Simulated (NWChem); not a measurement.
# [CH3]− (SMILES [CH3-]) at SVWN5/6-311++G(3df,3pd)

Aim: the vertical ionisation energy of [CH3]− at SVWN5/6-311++G(3df,3pd), from 2 runs. 

Program for the calculation: NWChem 7.3.0.

## Step 1: The molecule

The species is [CH3]− (4 atoms), meant as a singlet with charge -1. As SMILES, `[CH3-]`. The shape is that of a PBE0-D4/def2-TZVPD optimisation.

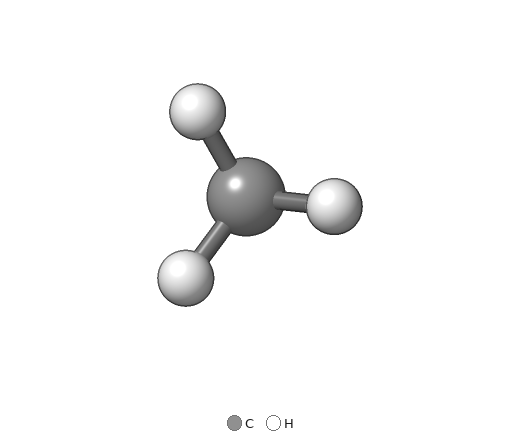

The structure, seen from a chosen angle (carbon grey, hydrogen white).

## Step 2: The energy at SVWN5/6-311++G(3df,3pd)

nw.nw reads:

```
echo
start nw
title "methane, ion(1-)"
memory total 2200 mb
charge -1

geometry units atomic noautosym nocenter noautoz
C  -0.27656142 -0.29341778  0.49361536
H   0.25426265  1.70094248  0.87919508
H  -1.48020358 -0.20286210 -1.22420238
H   1.50250234 -1.20466261 -0.14864586
end

basis spherical bse
* library "6-311++G(3df,3pd)"
end

dft
xc slater vwn_5
grid fine
convergence energy 1e-08
iterations 100
mulliken
print low
end

task dft
```

Launch:

```bash
$ nwchem nw.nw > nw.out
```

Output:

```text
[...]
 d= 0,ls=0.0,diis     1    -39.1892243363 -4.87D+01  2.99D-01  1.59D+00     0.8
[...]
 d= 0,ls=0.0,diis    10    -39.4552761612 -3.92D-09  3.00D-07  2.97D-10     4.8
         Total DFT energy =      -39.455276161169
      One electron energy =      -73.802393242085
           Coulomb energy =       31.081412561512
    Exchange-Corr. energy =       -6.209960712227
 Nuclear repulsion energy =        9.475665231631
[...]
      Total Density - Mulliken Population Analysis
     ---------------------------------------------
    Atom       Charge   Shell Charges
 -----------   ------   -------------------------------------------------------
    1 C    6     6.94   1.09  0.89  0.63  0.77  1.31  0.64  1.04  0.00  0.54  0.00  0.01  0.00  0.00
    2 H    1     1.02   0.25  0.49  0.18  0.03  0.00  0.02  0.04  0.00
    3 H    1     1.02   0.25  0.49  0.18  0.03  0.00  0.02  0.04  0.00
    4 H    1     1.02   0.25  0.49  0.18  0.03  0.00  0.02  0.04  0.00
[...]
```

It took 5.7 s on 1 thread of Intel Xeon 6975P-C (Granite Rapids), shared host; peak memory 0.11 GiB.

## Step 3: Doublet neutral CH3 at the same level

geom.xyz reads:

```xyz
4

C     -0.146350    -0.155270     0.261210
H      0.134550     0.900100     0.465250
H     -0.783290    -0.107350    -0.647820
H      0.795090    -0.637480    -0.078660
```

geom.nw reads:

```
start geom
memory total 2200 mb

geometry units angstroms noautosym nocenter noautoz
  load geom.xyz
end

basis spherical bse
  * library "6-311++G(3df,3pd)"
end

dft
  xc slater vwn_5
  mult 2
  grid fine
  convergence energy 1e-08
  maxiter 100
  mulliken
  print low
end

task dft energy
```

Launch:

```bash
$ nwchem geom.nw > geom.out
```

Output:

```text
[...]
 d= 0,ls=0.0,diis     1    -39.4064406510 -4.89D+01  2.06D-03  8.79D-02     0.8
[...]
 d= 0,ls=0.0,diis     8    -39.4223093578  2.93D-11  1.18D-07  4.27D-10     4.9
[...]
         Total DFT energy =      -39.422309357799
      One electron energy =      -71.211642434967
           Coulomb energy =       28.333983320564
    Exchange-Corr. energy =       -6.020316155469
 Nuclear repulsion energy =        9.475665912073
[...]
      Total Density - Mulliken Population Analysis
     ---------------------------------------------
    Atom       Charge   Shell Charges
 -----------   ------   -------------------------------------------------------
    1 C    6     6.28   1.09  0.89  0.63  0.78  1.30  0.65  0.90 -0.01  0.02  0.00  0.01  0.01  0.00
    2 H    1     0.91   0.25  0.48  0.12  0.01  0.00  0.02  0.01  0.00
    3 H    1     0.91   0.25  0.48  0.12  0.01  0.00  0.02  0.01  0.00
    4 H    1     0.91   0.25  0.48  0.12  0.01  0.00  0.02  0.01  0.00
[...]
      <S2> =      0.7525 (Exact =     0.7500)
[...]
```

Wall time 5.7 s (1 thread of Intel Xeon 6975P-C (Granite Rapids), shared host); peak memory 0.11 GiB.

## Step 4: Outcome

At SVWN5/6-311++G(3df,3pd):

| quantity | value |
| --- | --- |
| singlet [CH3]−: total energy | -39.45528 Eh |
| doublet neutral CH3: total energy | -39.42231 Eh |
| doublet neutral CH3: ⟨S²⟩ | 0.752 |
| vertical detachment energy (to the doublet neutral) | 0.897 eV |

What this shows: The vertical ionisation energy comes to 0.90 eV (20.7 kcal/mol). Mulliken charges (singlet [CH3]−) run from -0.94 on C1 to -0.02 on H2; in a basis this large or diffuse they mean little. Mulliken charges (doublet neutral CH3) run from -0.28 on C1 to +0.09 on H2; in a basis this large or diffuse they mean little.
